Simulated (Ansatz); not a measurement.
BrGeH3···H (doublet)

```yaml
atoms:
  - { symbol: Br, position_ang: [-0.8114, -0.8461, -0.0942] }
  - { symbol: Ge, position_ang: [0.7690, 0.8265, 0.1006] }
  - { symbol: H, position_ang: [-3.1944, -3.4439, -0.4229] }
  - { symbol: H, position_ang: [1.1591, 1.2486, -1.3190] }
  - { symbol: H, position_ang: [0.1176, 1.9773, 0.8732] }
  - { symbol: H, position_ang: [1.9601, 0.2377, 0.8623] }
```

The reactant side of a reaction path; geometry: PBE0-D4/def2-TZVP.

All numbers below come from Ansatz 0.2.0, UKS PBE0-D4/def2-TZVPP.

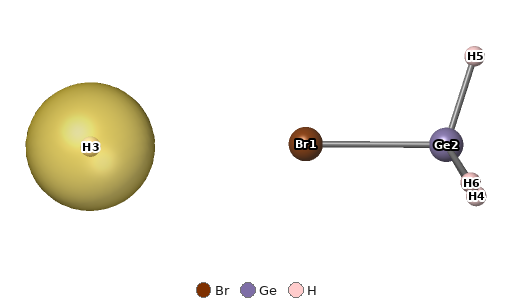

Figure 1. Isosurface of the spin density at +0.04 e/Å³ (yellow), seen across its widest extent.

### Describe the spin distribution.

The unpaired spin (1 electron) lies mostly on H3 (about 1.0), in electrons by Hirshfeld's partition.

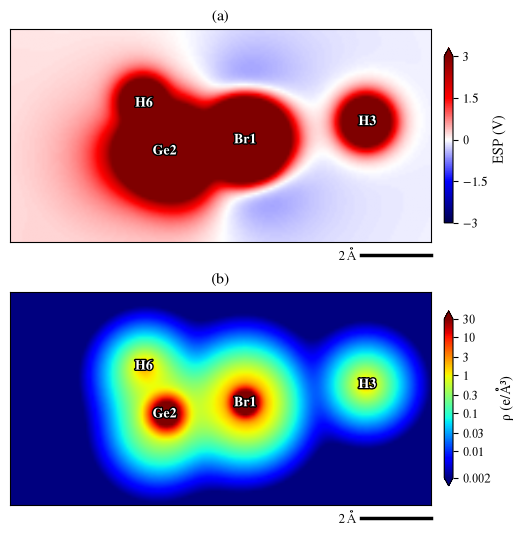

Figure 2. (a) electrostatic potential; (b) electron density on the plane of atoms Br1, Ge2 and H6.

### Describe what can be read from this map.

- Atoms in the plane: Br, Ge and H.
- Ge–Br (2.31 Å): ρ is about 0.69 e/Å³ halfway.
- Ge–H (1.53 Å): ρ at the midpoint is about 1.1 e/Å³.
- Outside the dense part of the complex the potential is most negative (−0.5 V) near Br1.

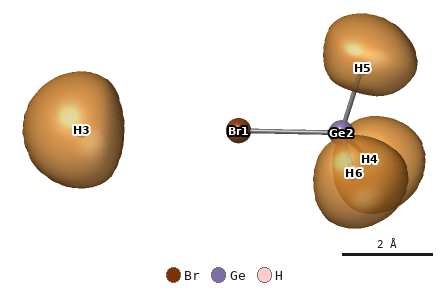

Figure 3. Isosurface of the ELF at 0.9 (orange), seen across its widest extent. Core shells and regions of very low density are left out.

### Where are the electrons localised?

The surface consists of four regions around hydrogen nuclei. Profiles from the grid: Ge–Br (2.31 Å): the ELF peaks at about 0.80 in the valence shell of Br, 1.1 Å from its nucleus, and is about 0.75 at the midpoint. Ge–H (1.53 Å): the ELF climbs to about 1 towards the hydrogen.

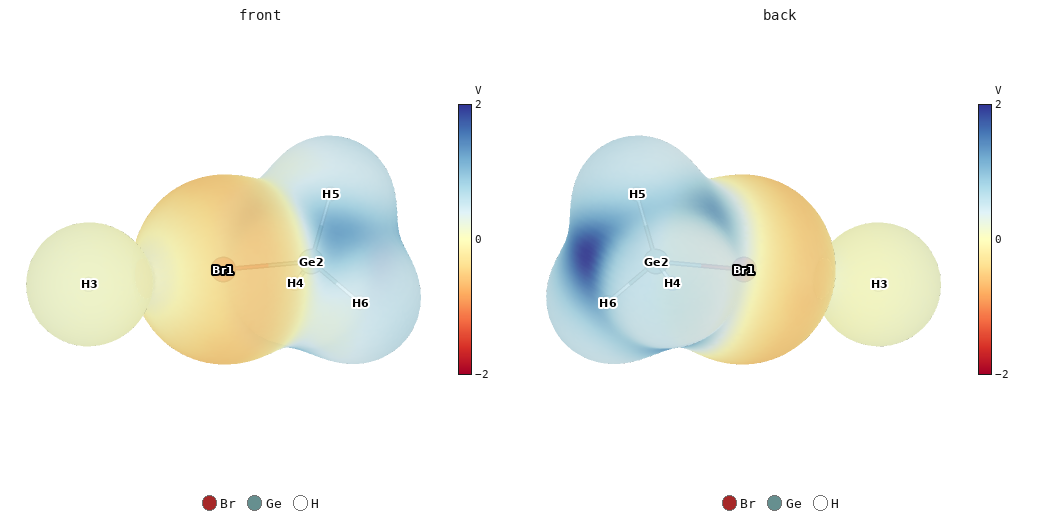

Figure 4. The molecular electrostatic potential painted on the density surface at 0.002 e/bohr³, seen from the front and from behind; red is negative and blue positive.

### Describe the electrostatic potential map.

The most negative region (about −0.5 V) lies over Br1, the most positive (about +1.9 V) over Ge2.
